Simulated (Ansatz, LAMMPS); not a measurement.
# A frame of liquid K(F,Br) from 1100 K, run at 300 K (94 atoms): a short ab initio trajectory

How do the atoms of a frame of liquid K(F,Br) from 1100 K, run at 300 K (94 atoms) move, and what local order do they keep?

Method: Kohn-Sham DFT, PBE, PAW (set soft_2), plane waves, in Ansatz 0.2.0.

## (1) Set-up

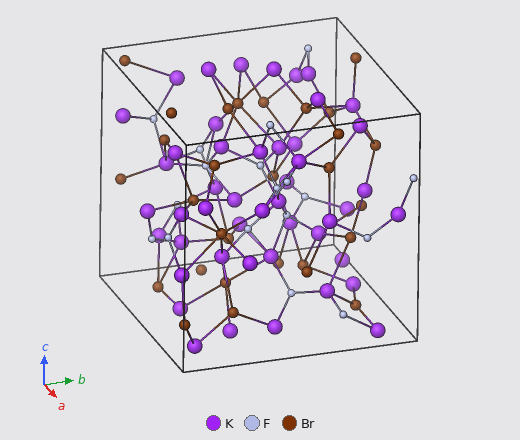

The cell as given, slightly off an axis (potassium purple, fluorine light blue, bromine brown). Bonds to atoms that aren't drawn are left out.

The cell holds 94 atoms: 47 K, 18 F and 29 Br. Cell: a = 15.488 Å, b = 15.488 Å, c = 15.488 Å, α = 90.0°, β = 90.0°, γ = 90.0°. 94 atoms (47 K, 18 F, 29 Br) placed at random at 2.01 g/cm³, melted at 1800 K for 10 ps at fixed volume with the Lennard-Jones and Coulomb ion parameters for SPC/E (Joung and Cheatham, J. Phys. Chem. B 112, 9020 (2008)), full charges. Snapshot at the end of a hold of 20 ps at 1100 K and fixed volume.

Before any run, some limits are plain. The starting topology of bonds comes from the classical model, and needn't be the one that DFT or experiment would give. The cell was made at 1100 K but the dynamics is set to 300 K: the trajectory isn't one at 1100 K. The ion parameters were fitted for water, not for melts, so the starting structure of this cell may lie well off the real melt's. Only the Γ point is sampled, in a cell whose shortest periodic width is 15 Å.

## (2) Dynamics started at 300 K

A Nosé–Hoover thermostat steers the temperature while disturbing the dynamics little. The time step is 1.0 fs.

The input, input.yaml:

```yaml
crystal:
  lattice:
    - [15.4877, 0.0, 0.0]
    - [0.0, 15.4877, 0.0]
    - [0.0, 0.0, 15.4877]
  atoms:
    - { symbol: K, position: [0.42097, 0.42008, 0.45629] }
    - { symbol: K, position: [0.08509, 0.22186, 0.18439] }
    - { symbol: K, position: [0.64545, 0.11197, 0.53004] }
    - { symbol: K, position: [0.95264, 0.84702, 0.04782] }
    [... 84 atom lines left out ...]
    - { symbol: Br, position: [0.30311, 0.15928, 0.70577] }
    - { symbol: Br, position: [0.86079, 0.26049, 0.16879] }
    - { symbol: Br, position: [0.97642, 0.01195, 0.19758] }
    - { symbol: Br, position: [0.76921, 0.79241, 0.38646] }
    - { symbol: Br, position: [0.2226, 0.68281, 0.05662] }
    - { symbol: Br, position: [0.36108, 0.95291, 0.98202] }
kpoints:
  mp_grid: { grid: [1, 1, 1] }
hamiltonian:
  xc: pbe
scf:
  occupations: { method: fixed }
output:
  forces: true
  stress: true
md:
  timestep: 1.0
  n_steps: 48
  ensemble: nvt_nose_hoover
  temperature: 300
  initial_velocities: maxwell_boltzmann
  seed: 7528
```

Started as:

```
> ansatz run input.yaml --threads 4 --pin off --max-ram 8192MiB --backend cpu --events-out ev --progress --plain --runs-dir out
```

Elapsed: 19 min, on 4 threads of AMD EPYC 7R43, shared host; peak memory 4.7 GiB; 74 min of CPU time.

The program notes that the SCF threshold is loose for the stress and it switched symmetry off.

Rows from the run:

```csv
time (fs),T (K),potential (meV/atom),conserved (meV/atom)
0.0,300,0.0,0.00
3.0,307,-0.9,0.00
6.0,318,-2.2,0.00
10.0,335,-4.4,0.00
13.0,349,-6.4,0.00
16.0,366,-8.5,0.00
19.0,382,-10.6,0.00
22.0,399,-12.9,0.00
26.0,421,-15.8,0.00
29.0,436,-17.9,0.00
32.0,449,-19.8,0.00
35.0,460,-21.6,0.00
38.0,470,-23.2,0.00
42.0,480,-25.0,0.00
45.0,485,-26.1,0.00
48.0,488,-27.2,0.00
```

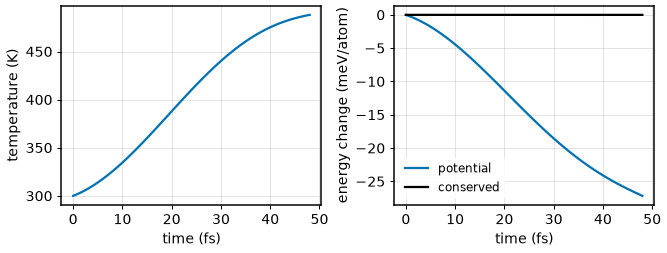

Temperature and energies against time.

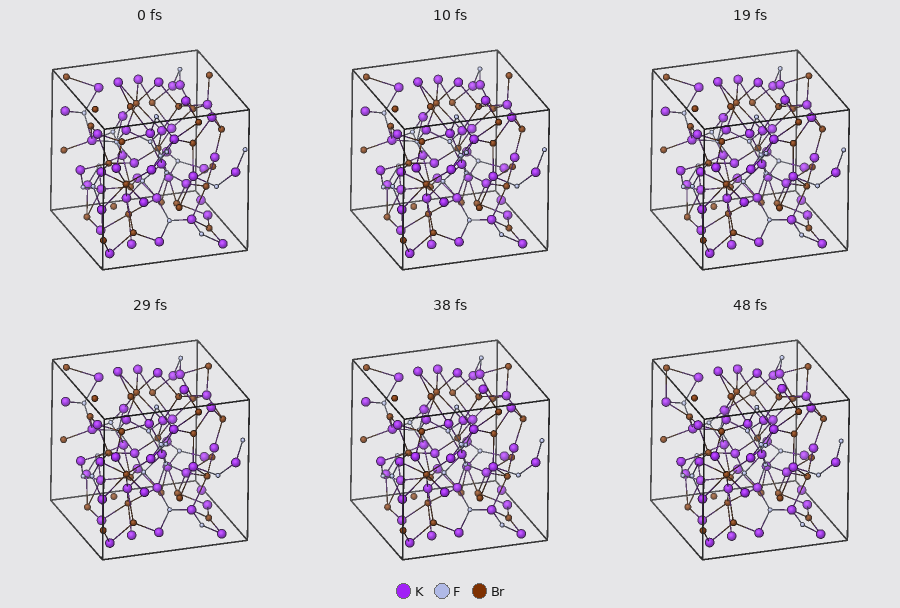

6 frames of the run. Bonds to atoms that aren't drawn are left out.

Mean square displacement from the first frame to the last: K 0.054 Å², F 0.12 Å², Br 0.024 Å².

The mean square displacement by time lag:

```csv
time lag (fs),Br (Å²),F (Å²),K (Å²)
1.00,1.1e-5,6.0e-5,2.6e-5
2.00,4.4e-5,2.4e-4,1.0e-4
3.00,9.9e-5,5.4e-4,2.3e-4
4.00,1.8e-4,9.7e-4,4.1e-4
5.00,2.7e-4,0.00152,6.5e-4
6.00,3.9e-4,0.00220,9.3e-4
7.00,5.4e-4,0.00300,0.00127
8.00,7.0e-4,0.00392,0.00165
9.00,8.9e-4,0.00497,0.00209
10.00,0.00109,0.00614,0.00258
11.00,0.00132,0.00744,0.00311
12.00,0.00157,0.00886,0.00370
13.00,0.00184,0.0104,0.00434
14.00,0.00213,0.0121,0.00502
15.00,0.00245,0.0139,0.00576
16.00,0.00278,0.0158,0.00654
17.00,0.00314,0.0178,0.00737
18.00,0.00352,0.0199,0.00825
19.00,0.00391,0.0222,0.00918
20.00,0.00433,0.0246,0.0101
21.00,0.00477,0.0271,0.0112
22.00,0.00523,0.0297,0.0122
23.00,0.00571,0.0323,0.0133
24.00,0.00621,0.0351,0.0145
```

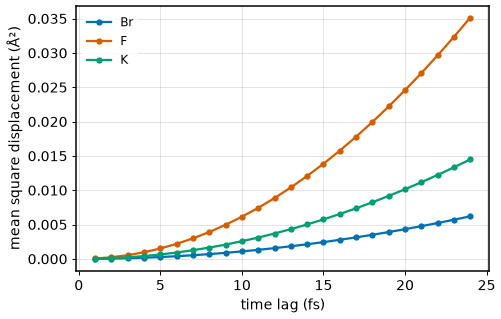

Mean square displacement against time lag.

Over the second half of 48 fs the temperature averages 458 K, rising from about 423 to 485 K (means over the first and last quarter of that half). The conserved energy stays within 0.00 meV/atom. From first frame to last F has the largest mean square displacement, 0.12 Å² at the end; the farthest move is 0.61 Å. The mean temperature of 458 K lies well off the 300 K of the input, so the thermostat hasn't yet brought the run to equilibrium. The run spans 0.05 ps, too short for its means to be equilibrium values.

## (3) Structure statistics late in the run

The g(r) is a mean over the second half.

Density 2.01 g/cm³, 39.52 Å³ an atom.

Mean of 14 frames. Pair distribution functions g(r), in bins of 0.2 Å:

```csv
r (Å),total,K-K,K-Br,K-F,Br-Br,Br-F,F-F
2.20,0.02,0.00,0.00,0.10,0.00,0.00,0.00
2.40,0.84,0.00,0.00,4.38,0.00,0.00,0.00
2.60,1.35,0.00,0.00,7.01,0.00,0.00,0.00
2.80,0.57,0.00,0.13,2.73,0.00,0.00,0.16
3.00,1.11,0.05,2.17,2.04,0.00,0.00,0.88
3.20,1.66,0.31,3.99,1.63,0.00,0.00,1.07
3.40,1.04,0.21,2.73,0.45,0.00,0.00,1.44
3.60,0.95,0.81,1.81,0.17,0.00,0.90,1.41
3.80,0.95,1.75,1.18,0.19,0.00,0.73,0.68
4.00,1.10,1.48,1.27,0.11,0.60,1.76,1.56
4.20,1.17,1.34,0.77,0.10,2.08,1.84,4.32
4.40,1.25,1.96,0.55,0.57,2.21,1.74,1.70
4.60,1.06,1.29,0.71,0.41,1.17,2.17,1.79
4.80,0.96,1.30,0.54,0.54,1.84,1.23,1.08
5.00,0.88,0.96,0.67,0.81,1.34,1.08,0.68
5.20,0.96,1.18,0.71,0.57,1.70,1.38,0.51
5.40,0.89,0.96,0.65,0.92,1.47,1.03,0.38
5.60,0.98,1.00,0.57,1.27,0.97,1.50,1.11
5.80,0.98,1.04,0.83,1.41,0.86,0.95,0.15
6.00,1.01,0.92,0.96,1.36,0.87,0.89,1.06
6.20,0.96,0.84,0.94,1.50,0.96,0.67,0.10
6.40,0.96,1.02,1.02,1.07,0.92,0.70,0.40
6.60,1.01,1.01,1.07,1.16,0.92,0.84,0.57
6.80,1.01,0.56,1.52,1.17,0.85,0.72,0.26
7.00,0.96,0.75,0.95,1.33,0.98,0.79,1.05
7.20,0.98,0.81,1.31,1.08,0.45,0.55,1.36
7.40,1.04,1.03,1.27,0.98,0.53,0.89,1.23
7.60,1.01,1.11,1.12,0.73,1.11,0.94,0.95
```

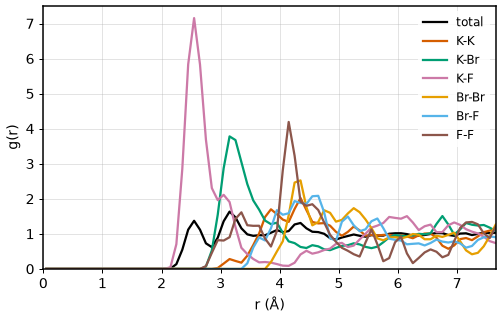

Pair distribution functions, lightly smoothed.

## (4) Single point at the last frame

The last frame is solved again with fuller output, to read the electronic structure of a thermally displaced geometry.

The input, input.yaml:

```yaml
crystal:
  lattice:
    - [15.4877, 0.0, 0.0]
    - [0.0, 15.4877, 0.0]
    - [0.0, 0.0, 15.4877]
  atoms:
    - { symbol: K, position: [0.43671, 0.42111, 0.45939] }
    - { symbol: K, position: [0.07542, 0.20972, 0.18976] }
    - { symbol: K, position: [0.64024, 0.09872, 0.53195] }
    - { symbol: K, position: [0.96999, 0.82579, 0.05584] }
    [... 84 atom lines left out ...]
    - { symbol: Br, position: [0.29736, 0.15288, 0.6987] }
    - { symbol: Br, position: [0.85927, 0.26146, 0.16799] }
    - { symbol: Br, position: [0.97226, 0.01132, 0.19435] }
    - { symbol: Br, position: [0.77514, 0.79991, 0.38694] }
    - { symbol: Br, position: [0.22105, 0.68189, 0.05147] }
    - { symbol: Br, position: [0.36181, 0.94415, 0.97302] }
kpoints:
  mp_grid: { grid: [1, 1, 1] }
hamiltonian:
  xc: pbe
scf:
  occupations: { method: fixed }
output:
  forces: true
  stress: true
  populations: true
  dos:
    method: { smearing: { sigma: 0.15 } }
    de: 0.1
    projected: { site_lists: { Br: [Br], F: [F], K: [K] } }
  eigenvalues: true
  write_density: true
  write_potential: true
  volumetric_format: npy
```

Wall time 73 s (4 threads); peak memory 4.6 GiB; 4.6 min of CPU time.

The program notes that the exchange-correlation potential is rough where the density is thin.

Numbers from this run:

```yaml
free_energy: -167671.2412 eV
free_energy_per_atom: -1783.7366 eV/atom
scf_cycles: 9
pressure: -0.2644 GPa
r_m_s_force_component: 0.2593 eV/Å
longest_force: 0.9746 eV/Å
fermi_energy: 0.1443 eV
spacing_of_highest_filled_and_lowest_empty_level: 3.331 eV
spilling_of_the_projection: 0.004287
```

Length of the force by element:

```csv
element,coordination,atoms,mean length of the force (eV/Å),spread,least,most
Br,all,29,0.373,0.188,0.0804,0.843
F,all,18,0.490,0.230,0.163,0.942
K,all,47,0.376,0.204,0.0686,0.975
```

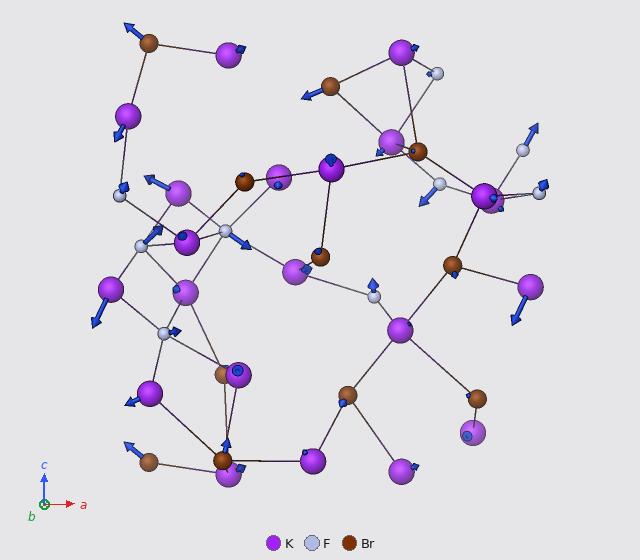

Forces as arrows; the longest in the cell is 0.975 eV/Å. Drawn is a slice 6 Å thick, seen along the normal of the ac plane.

Löwdin charges by element (they lack the spilled electrons, 0.034 e an atom on average):

```csv
element,coordination,atoms,mean charge (e),spread,least,most
Br,all,29,-0.683,0.0102,-0.714,-0.664
F,all,18,-0.798,0.0049,-0.813,-0.789
K,all,47,0.796,0.0295,0.746,0.864
```

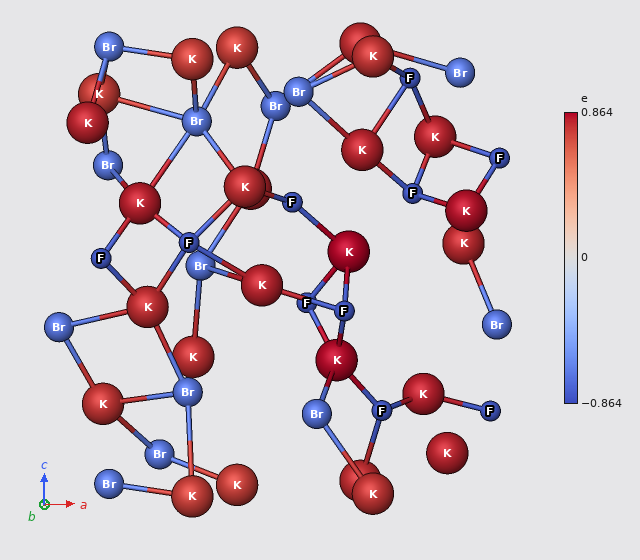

Atoms coloured by Löwdin charge. Drawn is a slice 6 Å thick, seen along the normal of the ac plane. Bonds to atoms that aren't drawn are left out.

States in the cell by windows of 1 eV, zero at the Fermi level; the larger projections on atomic orbitals stand beside the total:

```csv
from (eV),to (eV),total,Br p,F p,K s,Br s,K p
-18,-14,0.0,0.0,0.0,0.0,0.0,0.0
-14,-13,9.8,0.0,0.0,0.4,6.1,3.2
-13,-12,180.0,0.4,0.2,2.4,38.7,138.2
-12,-11,141.0,0.3,0.5,0.4,10.2,129.4
-11,-10,9.2,0.0,0.1,0.0,0.1,9.0
-10,-3,0.0,0.0,0.0,0.0,0.0,0.0
-3,-2,3.3,0.0,3.1,0.0,0.0,0.0
-2,-1,134.1,41.1,86.8,3.6,0.1,0.8
-1,0,142.3,123.4,14.5,2.4,0.1,0.6
0,1,2.3,2.3,0.0,0.0,0.0,0.0
1,3,0.0,0.0,0.0,0.0,0.0,0.0
3,4,2.3,0.0,0.0,1.9,0.2,0.0
4,5,22.9,1.3,0.2,17.1,1.1,0.1
```

With fixed occupations the program's Fermi level is the highest filled level; weight inside the gap is the broadening of levels at its edges.

Between -26 and -18 eV lie 36 more states.

The stored curve holds about 658 of the 752 electrons; the rest, give or take the few that broadening carries across the Fermi level, lie in deeper levels below its range.

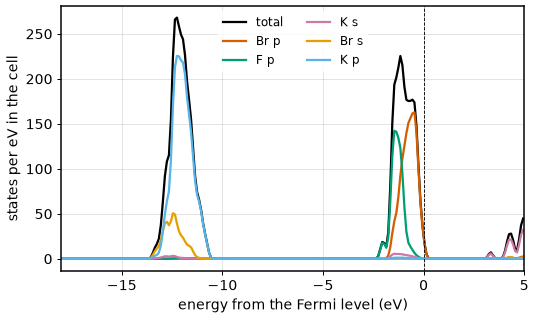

Total and projected density of states, with the broadening of the input.

The levels nearest the highest filled one (over half full), pooled over k-points and spins:

```csv
level less the highest filled one (eV),occupation
-0.222,2
-0.215,2
-0.125,2
-0.0899,2
-0.0853,2
0,2
3.33,0
4.12,0
4.24,0
4.26,0
4.32,0
4.41,0
```

Mean Löwdin charges: Br -0.68, F -0.80, K +0.80 e (they miss 0.43 % of the electrons, so they add up to more than the cell's charge). The largest share in the top eV of filled states is Br p (88 % of the projected weight), and in the lowest eV of empty states K s (85 % of the projected weight).

## (5) What came out

* mean temperature, second half: 458.4 K
* temperature swing, second half: 24.03 K
* mean pressure, second half: -0.1794 GPa
* slope of the conserved energy against time, by least squares: -0.0908 meV/atom/ps
* free energy per atom: -1783.7366 eV/atom
* pressure: -0.2644 GPa
* r.m.s. force component: 0.2593 eV/Å
* gap (highest filled to lowest empty level): 3.331 eV
* wall time of the 2 DFT runs: 21 min

What this shows: Over the second half of 48 fs the temperature averages 458 K, rising from about 423 to 485 K (means over the first and last quarter of that half). The conserved energy stays within 0.00 meV/atom. The mean temperature of 458 K lies well off the 300 K of the input, so the thermostat hasn't yet brought the run to equilibrium. The run spans 0.05 ps, too short for its means to be equilibrium values. Between filled and empty levels lie 3.33 eV (at Γ alone); a semilocal functional tends to put such gaps too low. In a disordered cell it changes from sample to sample and from frame to frame.

Caveats: The pressure of a single frame lacks the kinetic term, about 0.16 GPa here.

[Logs are printed without paths, hosts, clocks, repeated set-up lines and the standing remarks that a program may print on its own settings, such as how far it seeks lower states.]

[Hosts, paths, dates, database ids (printed as entryN), source tags and the programs' standing remarks are cut or masked in the printed files.]
